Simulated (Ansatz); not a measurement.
# SiH₃O (doublet): wave-function methods side by side at a displaced geometry (v1), cc-pVDZ

Aim: climb from Hartree-Fock through coupled cluster for SiH₃O (doublet) at one geometry and basis, and see what each rung misses.

Method: cc-pVDZ, core rule «outside noble gas», up to 6 orbitals frozen; program: Ansatz 0.2.0, Gaussian basis.

Plan: UHF; CCSD(T) on ROHF; CCSD(T) on UHF; BCCD(T) on ROHF; CISD; CCSDT(Q) on ROHF; CCSDT(Q) on UHF.

23 further runs of the same task are left out: 3 for a known fault of the program, 9 that didn't finish, 11 set aside as unsound or not needed.

**1. The geometry**

The geometry is a PBE0/def2-TZVP stationary point (not a proven minimum) with its atoms shifted at random (size 0.040 Å).

5 atoms, charge 0, spin multiplicity 2.

Atoms are counted from 1 here; the program's logs count them from 0.

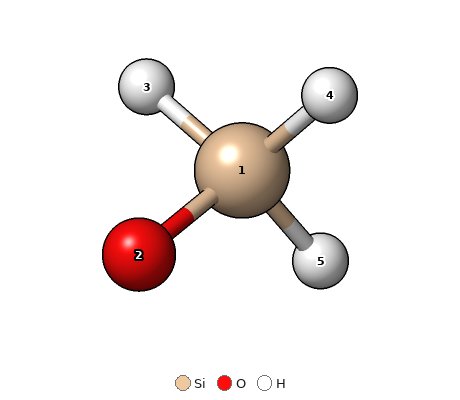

The structure; silicon light orange, oxygen red, hydrogen white; atoms are numbered from 1 in the order of the file.

In the tables R marks a restricted open-shell determinant and U an unrestricted one; energies count from the table's Hartree-Fock row.

**2. UHF**

Input file in.yaml:

```yaml
crystal:
  periodic: [false, false, false]
  atoms:
    - {symbol: Si, position_ang: [0.006616, 0.005053, 0.539795]}
    - {symbol: O, position_ang: [-0.020234, -0.011087, -1.128442]}
    - {symbol: H, position_ang: [1.525956, 0.048107, 0.736434]}
    - {symbol: H, position_ang: [-0.673271, 1.203356, 1.093127]}
    - {symbol: H, position_ang: [-0.715844, -1.216268, 1.041637]}
basis:
  gaussian: {orbitals: cc-pVDZ}
magnetization: {spin_polarized: true, initial_magnetization: 1}
hamiltonian: {xc: hf}
output: {orbitals: {seedname: orbitals}}
```

On the command line:

```sh
$ ansatz run in.yaml --threads 1 --pin off --events-out ev --progress --plain --max-ram 2393MiB
```

What it wrote:

```text
Functional definition: HF
  name "HF"
  cite "Fock, Z. Phys. 61, 126 (1930) doi:10.1007/BF01340294"
  parent pbe
  exchange = exact_x
  correlation = 0
440 factors; integrals over basis functions are off by at most 1.0e-3 eV
mean field evaluation 1: about -9939.9326 eV, gradient 2.7e1 eV
mean field evaluation 2: about -9939.9632 eV, gradient 2.7e1 eV
mean field evaluation 4: about -9945.4228 eV, gradient 5.7e0 eV
mean field evaluation 8: about -9946.0375 eV, gradient 6.8e-1 eV
mean field evaluation 16: about -9946.0620 eV, gradient 1.2e-3 eV
mean field evaluation 32: about -9946.0010 eV, gradient 1.5e-1 eV
mean field evaluation 64: about -9946.0292 eV, gradient 2.1e0 eV
mean field evaluation 96: about -9937.2713 eV, gradient 1.7e1 eV
mean field evaluation 128: about -9946.0565 eV, gradient 5.8e-2 eV
mean field -9946.06197879 eV, -365.5110360376 hartree, gradient 6.3e-6 eV, S^2 0.756326; 3 other end points of the search recorded, 0 dependent functions left out
reference -9946.06197879 eV, -365.5110360376 hartree; 13, 12 occupied and 34, 35 virtual orbitals, 440 factors
Total energy: -9946.06197879 eV, -365.5110360376 hartree
```

It took 0.75 s on 1 thread of Arm Neoverse V2, shared host.

From the report: ⟨S²⟩ of the determinant 0.756 (pure doublet: 0.75).

**3. CCSD(T) on ROHF**

Edit in.yaml of step 2 so:

```diff
@@ -10,4 +10,4 @@
   gaussian: {orbitals: cc-pVDZ}
-magnetization: {spin_polarized: true, initial_magnetization: 1}
-hamiltonian: {xc: hf}
-output: {orbitals: {seedname: orbitals}}
+magnetization: {spin_polarized: false, initial_magnetization: 1}
+correlation: {method: ccsd_t, electrons: outside_noble_gas}
+output: {forces: true}
```

Same command.

What it wrote, cut to the lines that bear on the results:

```text
Functional definition: HF
  name "HF"
  cite "Fock, Z. Phys. 61, 126 (1930) doi:10.1007/BF01340294"
  parent pbe
[...]
440 factors; integrals over basis functions are off by at most 1.0e-3 eV
[...]
mean field -9945.95493432 eV, -365.5071022259 hartree, gradient 1.2e-6 eV, S^2 0.750000; 9 other end points of the search recorded, 0 dependent functions left out
[...]
determinant -9945.95493432 eV, -365.5071022259 hartree, with singles and doubles -9953.67307575 eV, -365.7907386920 hartree
determinant -9945.82158276 eV, -365.5022016464 hartree, with singles and doubles -9953.51119297 eV, -365.7847896096 hartree
determinant -9945.95493432 eV, -365.5071022259 hartree, with singles and doubles -9953.67502578 eV, -365.7908103542 hartree
determinant -9945.82158276 eV, -365.5022016464 hartree, with singles and doubles -9953.51295762 eV, -365.7848544592 hartree
[...]
reference -9945.95493432 eV, -365.5071022259 hartree; 7, 6 occupied and 34, 35 virtual orbitals, 440 factors
second order -6.65654860 eV of doubles, -0.07414284 eV of singles
cycle   1  -7.72008436 eV  change    7.1e-6 eV  update   3.7e-6
[...]
cycle   8  -7.72007803 eV  change   -1.5e-8 eV  update   5.1e-8
perturbative correction -0.14243660 eV, -0.0052344484 hartree
[...]
Total energy: -9953.81744894 eV, -365.7960443089 hartree
Atom 0 at     0.006616     0.005053     0.539795 Å, force     0.226361    -0.168055     1.036408 eV/Å
Atom 1 at    -0.020234    -0.011087    -1.128442 Å, force    -0.015551     0.020287    -1.506079 eV/Å
Atom 2 at     1.525956     0.048107     0.736434 Å, force    -0.663326    -0.114493     0.187023 eV/Å
Atom 3 at    -0.673271     1.203356     1.093127 Å, force     0.091699     0.114461     0.162833 eV/Å
Atom 4 at    -0.715844    -1.216268     1.041637 Å, force     0.360818     0.147800     0.119815 eV/Å
Dipole moment:     0.011531    -0.003468     0.340539 e Å
```

Run time: 12 s. Hardware: 1 thread of Arm Neoverse V2, shared host.

From the report: correlation -7.8625 eV; T1 0.022; largest double amplitude 0.03.

**4. CCSD(T) on UHF**

Edit in.yaml of step 3 so:

```diff
@@ -10,3 +10,3 @@
   gaussian: {orbitals: cc-pVDZ}
-magnetization: {spin_polarized: false, initial_magnetization: 1}
+magnetization: {spin_polarized: true, initial_magnetization: 1}
 correlation: {method: ccsd_t, electrons: outside_noble_gas}
```

Same command.

What it wrote, cut to the lines that bear on the results:

```text
Functional definition: HF
  name "HF"
  cite "Fock, Z. Phys. 61, 126 (1930) doi:10.1007/BF01340294"
  parent pbe
[...]
440 factors; integrals over basis functions are off by at most 1.0e-3 eV
[...]
mean field -9946.06197879 eV, -365.5110360376 hartree, gradient 7.5e-6 eV, S^2 0.756326; 6 other end points of the search recorded, 0 dependent functions left out
determinant -9946.06197879 eV, -365.5110360376 hartree, with singles and doubles -9953.67493536 eV, -365.7908070313 hartree
determinant -9945.92377625 eV, -365.5059571880 hartree, with singles and doubles -9953.51287022 eV, -365.7848512474 hartree
determinant -9946.06197879 eV, -365.5110360376 hartree, with singles and doubles -9953.67684084 eV, -365.7908770565 hartree
determinant -9945.92377625 eV, -365.5059571880 hartree, with singles and doubles -9953.51464139 eV, -365.7849163366 hartree
[...]
reference -9946.06197879 eV, -365.5110360376 hartree; 7, 6 occupied and 34, 35 virtual orbitals, 440 factors
second order -6.62557965 eV of doubles, -0.00000000 eV of singles
cycle   1  -7.61485617 eV  change    5.9e-6 eV  update   2.8e-6
[...]
cycle   8  -7.61485142 eV  change   -6.9e-9 eV  update   6.8e-8
perturbative correction -0.14113792 eV, -0.0051867229 hartree
[...]
Total energy: -9953.81796813 eV, -365.7960633886 hartree
Atom 0 at     0.006616     0.005053     0.539795 Å, force     0.225464    -0.168399     1.035582 eV/Å
Atom 1 at    -0.020234    -0.011087    -1.128442 Å, force    -0.015523     0.020369    -1.505272 eV/Å
Atom 2 at     1.525956     0.048107     0.736434 Å, force    -0.662674    -0.114390     0.187128 eV/Å
Atom 3 at    -0.673271     1.203356     1.093127 Å, force     0.091814     0.114517     0.162778 eV/Å
Atom 4 at    -0.715844    -1.216268     1.041637 Å, force     0.360919     0.147903     0.119783 eV/Å
Dipole moment:     0.011564    -0.003441     0.340605 e Å
```

It took 12 s on 1 thread of Arm Neoverse V2, shared host.

From the report: ⟨S²⟩ of the determinant 0.756 (pure doublet: 0.75); correlation -7.7560 eV; T1 0.019; largest double amplitude 0.03.

**5. BCCD(T) on ROHF**

Edit in.yaml of step 4 so:

```diff
@@ -10,4 +10,3 @@
   gaussian: {orbitals: cc-pVDZ}
-magnetization: {spin_polarized: true, initial_magnetization: 1}
-correlation: {method: ccsd_t, electrons: outside_noble_gas}
-output: {forces: true}
+magnetization: {spin_polarized: false, initial_magnetization: 1}
+correlation: {method: bccd_t, electrons: outside_noble_gas}
```

Launched as before.

What it wrote, cut to the lines that bear on the results:

```text
Functional definition: HF
  name "HF"
  cite "Fock, Z. Phys. 61, 126 (1930) doi:10.1007/BF01340294"
  parent pbe
[...]
440 factors; integrals over basis functions are off by at most 1.0e-3 eV
[...]
mean field -9945.95493432 eV, -365.5071022259 hartree, gradient 1.2e-6 eV, S^2 0.750000; 9 other end points of the search recorded, 0 dependent functions left out
[...]
determinant -9945.95493432 eV, -365.5071022259 hartree, with singles and doubles -9953.67307575 eV, -365.7907386920 hartree
determinant -9945.82158276 eV, -365.5022016464 hartree, with singles and doubles -9953.51119297 eV, -365.7847896096 hartree
determinant -9945.95493432 eV, -365.5071022259 hartree, with singles and doubles -9953.67502578 eV, -365.7908103542 hartree
determinant -9945.82158276 eV, -365.5022016464 hartree, with singles and doubles -9953.51295762 eV, -365.7848544592 hartree
[...]
6 core orbitals not correlated: weight in the atoms' cores, before any rotation towards them, 1.000 or more for the frozen orbitals, at most 0.000 for the correlated occupied ones
reference -9945.95493432 eV, -365.5071022259 hartree; 7, 6 occupied and 34, 35 virtual orbitals, 440 factors
second order -6.65654860 eV of doubles, -0.07414284 eV of singles
cycle   1  -7.70525186 eV  change    1.5e-2 eV  update   6.0e-3
[...]
cycle  11  -7.70486232 eV  change   -1.2e-6 eV  update   1.6e-5
perturbative correction -0.15949179 eV, -0.0058612150 hartree
Total energy: -9953.81928843 eV, -365.7961119087 hartree
```

Run time: 5.5 s. Hardware: 1 thread of Arm Neoverse V2, shared host.

From the report: correlation -7.8644 eV; largest double amplitude 0.03.

**6. CISD**

Edit in.yaml of step 5 so:

```diff
@@ -11,2 +11,2 @@
 magnetization: {spin_polarized: false, initial_magnetization: 1}
-correlation: {method: bccd_t, electrons: outside_noble_gas}
+correlation: {active_space: {ras: {orbitals: [6, 1, 34], electrons: 13, max_holes: 2, max_particles: 2}, fixed_orbitals: true}}
```

The command is unchanged.

What it wrote:

```text
Functional definition: HF
  name "HF"
  cite "Fock, Z. Phys. 61, 126 (1930) doi:10.1007/BF01340294"
  parent pbe
  exchange = exact_x
  correlation = 0
440 factors; integrals over basis functions are off by at most 1.0e-3 eV
mean field evaluation 1: about -9938.8722 eV, gradient 3.8e1 eV
mean field evaluation 2: about -9938.9017 eV, gradient 3.8e1 eV
mean field evaluation 4: about -9945.1982 eV, gradient 9.3e0 eV
mean field evaluation 8: about -9945.9229 eV, gradient 1.1e0 eV
mean field evaluation 16: about -9945.9549 eV, gradient 8.0e-5 eV
mean field evaluation 32: about -9945.9106 eV, gradient 2.9e-1 eV
mean field evaluation 64: about -9945.8207 eV, gradient 1.7e-1 eV
mean field evaluation 96: about -9945.9419 eV, gradient 1.4e-1 eV
mean field -9945.95493432 eV, -365.5071022259 hartree, gradient 1.2e-6 eV, S^2 0.750000; 8 other end points of the search recorded, 0 dependent functions left out
reference -9945.95493432 eV, -365.5071022259 hartree; 13, 12 occupied and 34, 35 virtual orbitals, 440 factors
state -9953.08580727 eV, -365.7691569733 hartree
Total energy: -9953.08580727 eV, -365.7691569733 hartree
```

It took 4.3 s on 1 thread of Arm Neoverse V2, shared host.

From the report: 108,671 determinants.

**7. CCSDT(Q) on ROHF**

Edit in.yaml of step 6 so:

```diff
@@ -11,2 +11,2 @@
 magnetization: {spin_polarized: false, initial_magnetization: 1}
-correlation: {active_space: {ras: {orbitals: [6, 1, 34], electrons: 13, max_holes: 2, max_particles: 2}, fixed_orbitals: true}}
+correlation: {method: ccsdt_q, electrons: outside_noble_gas}
```

Launched as before.

What it wrote, cut to the lines that bear on the results:

```text
Functional definition: HF
  name "HF"
  cite "Fock, Z. Phys. 61, 126 (1930) doi:10.1007/BF01340294"
  parent pbe
[...]
854 factors; integrals over basis functions are off by at most 2.0e-7 eV
[...]
mean field -9945.95502571 eV, -365.5071055842 hartree, gradient 1.2e-6 eV, S^2 0.750000; 9 other end points of the search recorded, 0 dependent functions left out
[...]
determinant -9945.95502571 eV, -365.5071055842 hartree, with singles and doubles -9953.67315577 eV, -365.7907416325 hartree
determinant -9945.82167530 eV, -365.5022050473 hartree, with singles and doubles -9953.51127488 eV, -365.7847926195 hartree
determinant -9945.95502571 eV, -365.5071055842 hartree, with singles and doubles -9953.67510620 eV, -365.7908133095 hartree
determinant -9945.82167530 eV, -365.5022050473 hartree, with singles and doubles -9953.51303963 eV, -365.7848574731 hartree
[...]
6 core orbitals not correlated: weight in the atoms' cores, before any rotation towards them, 1.000 or more for the frozen orbitals, at most 0.000 for the correlated occupied ones
reference -9945.95502571 eV, -365.5071055842 hartree; 7, 6 occupied and 34, 35 virtual orbitals, 854 factors
second order -6.65658961 eV of doubles, -0.07414275 eV of singles
cycle   1  -7.39516613 eV  change   -6.6e-1 eV  update   7.6e-2
[...]
cycle  31  -7.88798087 eV  change   -7.7e-8 eV  update   1.6e-6
perturbative correction -0.01133640 eV, -0.0004166049 hartree
Total energy: -9953.85434298 eV, -365.7974001396 hartree
```

It took 2.1 min on 1 thread of Arm Neoverse V2, shared host; peak memory 0.75 GiB.

From the report: correlation -7.8993 eV; T1 0.023; largest double amplitude 0.03.

**8. CCSDT(Q) on UHF**

Edit in.yaml of step 7 so:

```diff
@@ -10,3 +10,3 @@
   gaussian: {orbitals: cc-pVDZ}
-magnetization: {spin_polarized: false, initial_magnetization: 1}
+magnetization: {spin_polarized: true, initial_magnetization: 1}
 correlation: {method: ccsdt_q, electrons: outside_noble_gas}
```

Same command.

What it wrote, cut to the lines that bear on the results:

```text
Functional definition: HF
  name "HF"
  cite "Fock, Z. Phys. 61, 126 (1930) doi:10.1007/BF01340294"
  parent pbe
[...]
854 factors; integrals over basis functions are off by at most 2.0e-7 eV
[...]
mean field -9946.06207006 eV, -365.5110393917 hartree, gradient 6.9e-6 eV, S^2 0.756326; 6 other end points of the search recorded, 0 dependent functions left out
determinant -9946.06207006 eV, -365.5110393917 hartree, with singles and doubles -9953.67501562 eV, -365.7908099809 hartree
determinant -9945.92386863 eV, -365.5059605830 hartree, with singles and doubles -9953.51295211 eV, -365.7848542565 hartree
determinant -9946.06207006 eV, -365.5110393917 hartree, with singles and doubles -9953.67692148 eV, -365.7908800197 hartree
determinant -9945.92386863 eV, -365.5059605830 hartree, with singles and doubles -9953.51472367 eV, -365.7849193603 hartree
6 core orbitals not correlated: weight in the atoms' cores, before any rotation towards them, 1.000 or more for the frozen orbitals, at most 0.000 for the correlated occupied ones
reference -9946.06207006 eV, -365.5110393917 hartree; 7, 6 occupied and 34, 35 virtual orbitals, 854 factors
second order -6.62562049 eV of doubles, -0.00000000 eV of singles
cycle   1  -7.29144160 eV  change   -6.7e-1 eV  update   7.5e-2
[...]
cycle  31  -7.78154574 eV  change   -2.6e-7 eV  update   1.4e-6
perturbative correction -0.01221640 eV, -0.0004489445 hartree
Total energy: -9953.85583220 eV, -365.7974548675 hartree
```

Run time: 1.9 min. Hardware: 1 thread of Arm Neoverse V2, shared host; peak memory 0.6 GiB.

From the report: ⟨S²⟩ of the determinant 0.756 (pure doublet: 0.75); correlation -7.7938 eV; T1 0.020; largest double amplitude 0.03.

**9. The ladder**

The yardstick is UCCSDT(Q), where the cluster series has nearly closed. Rows without a time come out of other runs: HF, MP2 and CCSD of CCSD(T), CCSDT of CCSDT(Q). The times of RCCSD(T), UCCSD(T) include forces.

```
   method  energy from the lowest RHF (meV)  from UCCSDT(Q) (meV)     time
      RHF                               0.0               +7900.9         
      UHF                            -107.0               +7793.9         
     RMP2                           -6730.7               +1170.2         
     UMP2                           -6732.6               +1168.3         
     CISD                           -7130.9                +770.0    4.3 s
    RCCSD                           -7720.1                +180.8         
    UCCSD                           -7721.9                +179.0         
 RCCSD(T)                           -7862.5                 +38.4     12 s
 UCCSD(T)                           -7863.0                 +37.9     12 s
  BCCD(T)                           -7864.4                 +36.5    5.5 s
   RCCSDT                           -7888.1                 +12.8         
   UCCSDT                           -7888.7                 +12.2         
RCCSDT(Q)                           -7899.4                  +1.5  2.1 min
UCCSDT(Q)                           -7900.9                     0  1.9 min
```

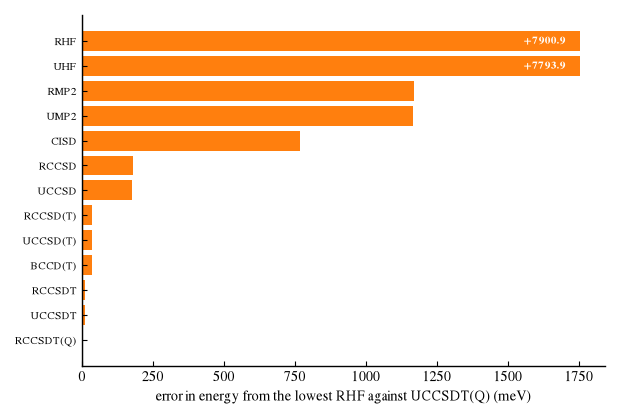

Deviations from UCCSDT(Q), method by method. Bars with a number in them are cut short.

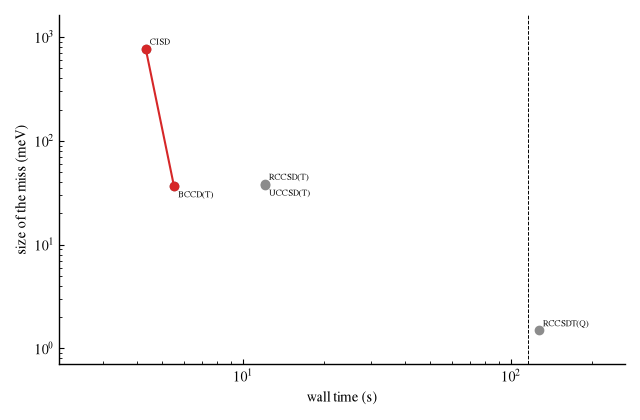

Accuracy for the time spent; red marks the levels that beat every quicker one drawn (of those quicker than the yardstick), and the dashed line is the time of UCCSDT(Q). Times are from a shared host.

**10. Results**

```
                         quantity                                                   value
   UCCSDT(Q) below the RHF energy                                              -7.9009 eV
              RMP2 from UCCSDT(Q)                                             +1170.2 meV
              UMP2 from UCCSDT(Q)                                             +1168.3 meV
             RCCSD from UCCSDT(Q)                                              +180.8 meV
          RCCSD(T) from UCCSDT(Q)                                               +38.4 meV
          UCCSD(T) from UCCSDT(Q)                                               +37.9 meV
         RCCSDT(Q) from UCCSDT(Q)                                                +1.5 meV
levels within 1 kcal/mol (43 meV)  RCCSD(T), UCCSD(T), BCCD(T), RCCSDT, UCCSDT, RCCSDT(Q)
                    T1 diagnostic                                                   0.022
```

RCCSD(T) misses by +38.4 meV, 0.5 % of the correlation energy. These misses are within one basis, not against nature; the frozen cores of restricted and unrestricted runs differ, which can shift their rows.

For cost: BCCD(T) gets within 36.5 meV in 5.5 s, where UCCSDT(Q) took 1.9 min; the quickest level in the cost chart, CISD, takes 4.3 s and misses by 770.0 meV.
